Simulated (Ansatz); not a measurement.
**CH4O3Si: basis-set convergence**

Aim: see how fast density functionals converge with the basis set for CH4O3Si.

Method: one geometry, several basis sets; program: Ansatz 0.2.0, Gaussian basis.

Levels to be run: PBE0-D4/def2-SVP; ωB97M-V/def2-SVP; PBE0-D4/def2-QZVPP; ωB97M-V/def2-QZVPP; the functionals' def2-TZVPP values are taken from earlier runs.

### 1 Structure used throughout

An earlier PBE0-D4 in a triple-zeta def2 set relaxation fixed the geometry.

SMILES `O[SiH]1OCO1`, 9 atoms, charge 0, spin multiplicity 1.

Atoms are counted from 1 here; the program's logs count them from 0.

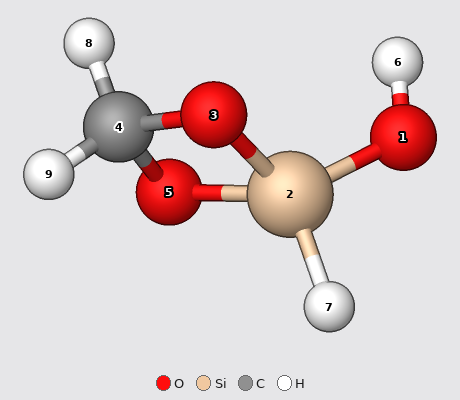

The structure; oxygen red, silicon light orange, carbon grey, hydrogen white; atoms are numbered from 1 in the order of the file.

### 2 PBE0-D4 in def2-SVP

in.yaml reads:

```yaml
crystal:
  periodic: [false, false, false]
  atoms:
    - {symbol: O, position_ang: [1.147612, -1.571389, 0.887848]}
    - {symbol: Si, position_ang: [-0.132921, -0.848714, 0.209934]}
    - {symbol: O, position_ang: [-0.591318, 0.637147, 0.803086]}
    - {symbol: C, position_ang: [-0.357300, 1.174506, -0.498672]}
    - {symbol: O, position_ang: [0.113868, 0.017455, -1.189562]}
    - {symbol: H, position_ang: [1.951045, -1.062276, 1.013844]}
    - {symbol: H, position_ang: [-1.162957, -1.896740, 0.171337]}
    - {symbol: H, position_ang: [0.406213, 1.958369, -0.472243]}
    - {symbol: H, position_ang: [-1.285842, 1.545242, -0.942573]}
basis:
  gaussian: {orbitals: def2-SVP}
hamiltonian: {xc: pbe0, dispersion: d4}
output: {orbitals: {seedname: orbitals}}
```

On the command line:

```bash
$ ansatz run in.yaml --threads 2 --pin off --events-out ev --progress --plain --max-ram 4352MiB
```

What it wrote:

```text
Functional definition: PBE0
  name "PBE0"
  cite "Adamo & Barone, J. Chem. Phys. 110, 6158 (1999) doi:10.1063/1.478522"
  cite "Perdew, Burke & Ernzerhof, Phys. Rev. Lett. 77, 3865 (1996) doi:10.1103/PhysRevLett.77.3865"
  parent pbe
  parameter a = 0.25
  parameter kappa = 0.804
  parameter beta = 0.06672455060314922
  exchange = (1 - a)*pbe_x(kappa = kappa, mu = beta*pi^2/3) + a*exact_x
  correlation = pbe_c(beta = beta)
1015 factors; their error is unknown
mean field evaluation 1: about -15097.0346 eV, gradient 6.3e1 eV
mean field evaluation 2: about -15090.7392 eV, gradient 8.7e1 eV
mean field evaluation 4: about -15103.9454 eV, gradient 2.6e0 eV
mean field evaluation 8: about -15103.9580 eV, gradient 2.6e-2 eV
mean field evaluation 16: about -15104.0172 eV, gradient 4.8e-5 eV
mean field -15104.01719755 eV, -555.0623941394 hartree, gradient 4.8e-5 eV, S^2 0.000000; 0 other end points of the search recorded, 0 dependent functions left out
reference -15104.01722054 eV, -555.0623949843 hartree; 24, 24 occupied and 70, 70 virtual orbitals, 1015 factors
Total energy: -15104.16201386 eV, -555.0677160405 hartree
```

Wall time 2.6 s (2 threads of Intel Xeon Platinum 8259CL at 2.50GHz, shared host).

### 3 ωB97M-V in def2-SVP

Changes to in.yaml since step 2:

```diff
@@ -14,3 +14,3 @@
   gaussian: {orbitals: def2-SVP}
-hamiltonian: {xc: pbe0, dispersion: d4}
+hamiltonian: {xc: {name: wB97M-V}}
 output: {orbitals: {seedname: orbitals}}
```

Launched as before.

What it wrote, cut to the lines that bear on the results:

```text
Functional definition: wB97M-V
  name "wB97M-V"
  cite "Mardirossian & Head-Gordon, J. Chem. Phys. 144, 214110 (2016) doi:10.1063/1.4952647"
  cite "Becke, J. Chem. Phys. 107, 8554 (1997) doi:10.1063/1.475007"
  cite "Vydrov & Van Voorhis, J. Chem. Phys. 133, 244103 (2010) doi:10.1063/1.3521275"
  # Of w^i u^j: cxij and so on, Table III.
[...]
  gx(w, u) = 1 - cx + cx01*u + cx10*w
  gss(w, u) = css00 + css04*u^4 + css10*w + css20*w^2 + css43*w^4*u^3
  gos(w, u) = cos00 + cos10*w + (cos20 + cos21*u)*w^2 + (cos60 + cos61*u)*w^6
[...]
      + integral(e_c_pw_mod_opposite_spin*gos(b97_w_opposite, b97_u_opposite)) + vv10(b, c)
1015 factors; their error is unknown
248 factors; integrals over basis functions are off by at most 8.2e-6 eV
[...]
mean field -15112.33792391 eV, -555.3681751933 hartree, gradient 2.5e-5 eV, S^2 0.000000; 0 other end points of the search recorded, 0 dependent functions left out
reference -15112.33796058 eV, -555.3681765406 hartree; 24, 24 occupied and 70, 70 virtual orbitals, 1015 factors
Total energy: -15112.33796058 eV, -555.3681765406 hartree
```

Wall time 8 s (2 threads of Intel Xeon Platinum 8259CL at 2.50GHz, shared host); peak memory 0.28 GiB.

### 4 PBE0-D4 in def2-QZVPP

Changes to in.yaml since step 3:

```diff
@@ -13,4 +13,4 @@
 basis:
-  gaussian: {orbitals: def2-SVP}
-hamiltonian: {xc: {name: wB97M-V}}
+  gaussian: {orbitals: "def2-QZVPP.json"}
+hamiltonian: {xc: pbe0, dispersion: d4}
 output: {orbitals: {seedname: orbitals}}
```

Launched as before.

What it wrote:

```text
Functional definition: PBE0
  name "PBE0"
  cite "Adamo & Barone, J. Chem. Phys. 110, 6158 (1999) doi:10.1063/1.478522"
  cite "Perdew, Burke & Ernzerhof, Phys. Rev. Lett. 77, 3865 (1996) doi:10.1103/PhysRevLett.77.3865"
  parent pbe
  parameter a = 0.25
  parameter kappa = 0.804
  parameter beta = 0.06672455060314922
  exchange = (1 - a)*pbe_x(kappa = kappa, mu = beta*pi^2/3) + a*exact_x
  correlation = pbe_c(beta = beta)
1338 factors; their error is unknown
mean field evaluation 1: about -15107.7898 eV, gradient 7.5e1 eV
mean field evaluation 2: about -15096.9838 eV, gradient 1.1e2 eV
mean field evaluation 4: about -15116.7183 eV, gradient 3.6e0 eV
mean field evaluation 8: about -15116.7442 eV, gradient 7.2e-2 eV
mean field evaluation 16: about -15116.7498 eV, gradient 7.4e-5 eV
mean field -15116.74979851 eV, -555.5303085943 hartree, gradient 7.4e-5 eV, S^2 0.000000; 0 other end points of the search recorded, 0 dependent functions left out
reference -15116.74983394 eV, -555.5303098962 hartree; 24, 24 occupied and 394, 394 virtual orbitals, 1338 factors
Total energy: -15116.89462726 eV, -555.5356309525 hartree
```

Wall time 22 s (2 threads of Intel Xeon Platinum 8259CL at 2.50GHz, shared host); peak memory 1.2 GiB.

### 5 ωB97M-V in def2-QZVPP

Changes to in.yaml since step 4:

```diff
@@ -14,3 +14,3 @@
   gaussian: {orbitals: "def2-QZVPP.json"}
-hamiltonian: {xc: pbe0, dispersion: d4}
+hamiltonian: {xc: {name: wB97M-V}}
 output: {orbitals: {seedname: orbitals}}
```

Same command.

What it wrote, cut to the lines that bear on the results:

```text
Functional definition: wB97M-V
  name "wB97M-V"
  cite "Mardirossian & Head-Gordon, J. Chem. Phys. 144, 214110 (2016) doi:10.1063/1.4952647"
  cite "Becke, J. Chem. Phys. 107, 8554 (1997) doi:10.1063/1.475007"
  cite "Vydrov & Van Voorhis, J. Chem. Phys. 133, 244103 (2010) doi:10.1063/1.3521275"
  # Of w^i u^j: cxij and so on, Table III.
[...]
  gx(w, u) = 1 - cx + cx01*u + cx10*w
  gss(w, u) = css00 + css04*u^4 + css10*w + css20*w^2 + css43*w^4*u^3
  gos(w, u) = cos00 + cos10*w + (cos20 + cos21*u)*w^2 + (cos60 + cos61*u)*w^6
[...]
      + integral(e_c_pw_mod_opposite_spin*gos(b97_w_opposite, b97_u_opposite)) + vv10(b, c)
1318 factors; their error is unknown
326 factors; integrals over basis functions are off by at most 8.6e-6 eV
[...]
mean field -15125.23294491 eV, -555.8420584742 hartree, gradient 3.2e-5 eV, S^2 0.000000; 0 other end points of the search recorded, 0 dependent functions left out
reference -15125.23300168 eV, -555.8420605606 hartree; 24, 24 occupied and 394, 394 virtual orbitals, 1318 factors
Total energy: -15125.23300168 eV, -555.8420605606 hartree
```

It took 42 s on 2 threads of Intel Xeon Platinum 8259CL at 2.50GHz, shared host; peak memory 1.4 GiB.

### 6 Functionals by basis

The def2-TZVPP values come from earlier runs at the same geometry.

```csv
functional,basis,functions,energy (eV),from the largest (eV),HOMO (eV),LUMO (eV)
PBE0-D4,def2-SVP,94,-15104.1620,12.733,-8.23,1.17
PBE0-D4,def2-TZVPP,222,-15116.1936,0.701,-8.34,0.62
PBE0-D4,def2-QZVPP,418,-15116.8946,0.000,-8.38,0.33
ωB97M-V,def2-SVP,94,-15112.3380,12.895,-10.59,3.02
ωB97M-V,def2-TZVPP,222,-15124.5758,0.657,-10.73,2.17
ωB97M-V,def2-QZVPP,418,-15125.2330,0.000,-10.77,1.52
```

### 7 What came out

| quantity | value |
| --- | --- |
| PBE0-D4: double and triple zeta above quadruple | 12.73, 0.70 eV |
| ωB97M-V: double and triple zeta above quadruple | 12.90, 0.66 eV |

PBE0-D4 gains 12.03 eV from double to triple zeta, then 0.70 eV more. Total energies overstate the basis error of differences, where much of it tends to cancel. The LUMO of ωB97M-V is positive and keeps falling with the basis (3.02 to 1.52 eV): an unbound level that the basis holds in place.

For PBE0-D4 the largest set took about 8 times as long as the smallest (22 s against 2.6 s).
